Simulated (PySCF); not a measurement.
```yaml
atoms:
  - { symbol: B, position_ang: [1.3152, 0.0252, 0.0080] }
  - { symbol: N, position_ang: [-0.0027, -0.0024, -0.0019] }
  - { symbol: B, position_ang: [-1.3196, -0.0338, -0.0120] }
```

Geometry: PBE0-D3(BJ)/def2-SVP.

Theory: UKS B3LYP, IGLO-III on B N, non-relativistic, mean-field spin-orbit, GIAO in PySCF 2.14.0, density-fitted response routines.

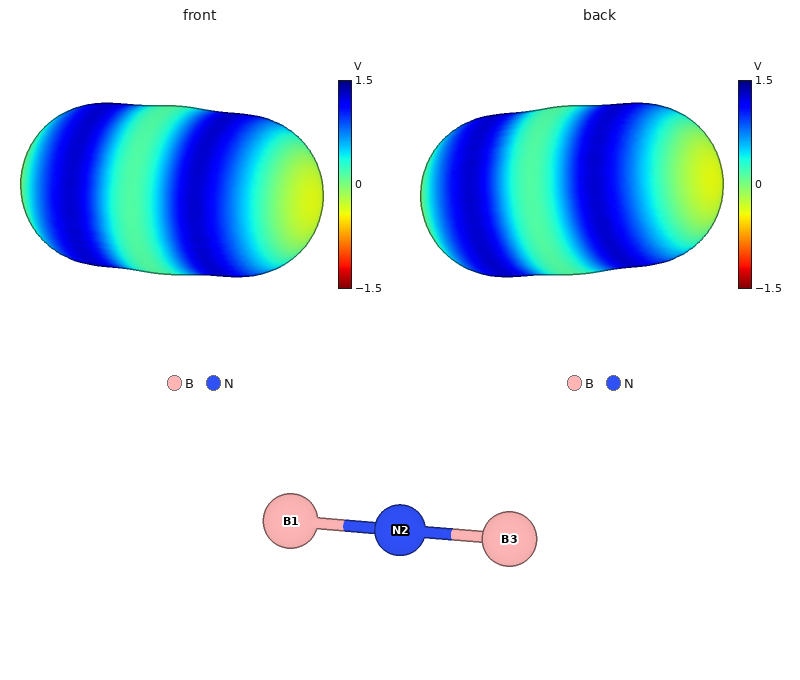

B2N (SMILES [B]N=[B]) (doublet). The molecular electrostatic potential painted on the density surface at 0.004 e/bohr³, seen from the front and from behind; red is negative and blue positive. The bare structure is drawn below in the same view.

Question: Where is the surface potential most negative and most positive?

Answer: The most negative region (about −0.4 V) lies over N2, the most positive (about +1.3 V) over B1 and B3.
